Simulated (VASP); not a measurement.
Band structure of ScIr2 (space group Fd-3m). Calculation: PBEsol GGA, VASP's PBE PAW potentials (set 64) (plane waves; VASP).

Unless said otherwise, spin-orbit coupling is left out, though it shifts the bands of the heavy elements here.

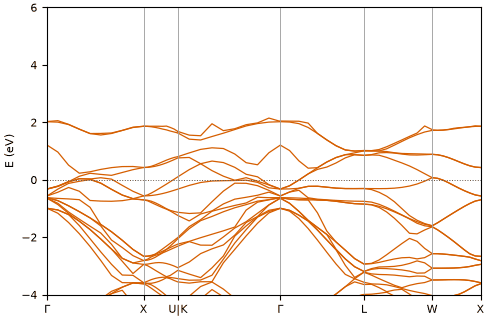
Fig. 1. Bands along high-symmetry lines, zero at the valence-band maximum or, without a gap, the Fermi level

Read the plot: is there a gap, and where are the band edges?

It has no gap at this level: it comes out as a metal or semimetal.

The structure comes from a measured ScIr2 entry of the Crystallography Open Database, whose conditions weren't checked. The cell was not relaxed at this level.
